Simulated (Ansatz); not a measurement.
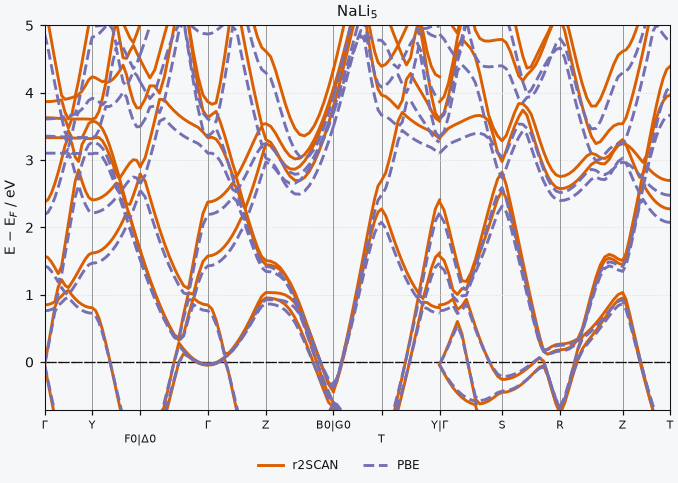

Band structures of NaLi5, space group Amm2 (No. 38), 6 atoms in the cell, by two methods on the same cell. Each is counted from its own Fermi level.

**What changes from one method to the other?**

Both give a metal. The 6 bands that come within 1 eV of the Fermi level differ by 0.12 eV on average and by 0.32 eV at most (between Γ and Y).

Settings. r2SCAN: DFT r2SCAN, scalar-relativistic, plane waves, PAW, no spin polarisation, 8×8×8 k mesh, 500 eV cutoff (Ansatz). PBE: DFT PBE, scalar-relativistic, plane waves, PAW, no spin polarisation, 8×8×8 k mesh, 420 eV cutoff (Ansatz).

The structure is an invented one, so it need not be a known or stable phase.
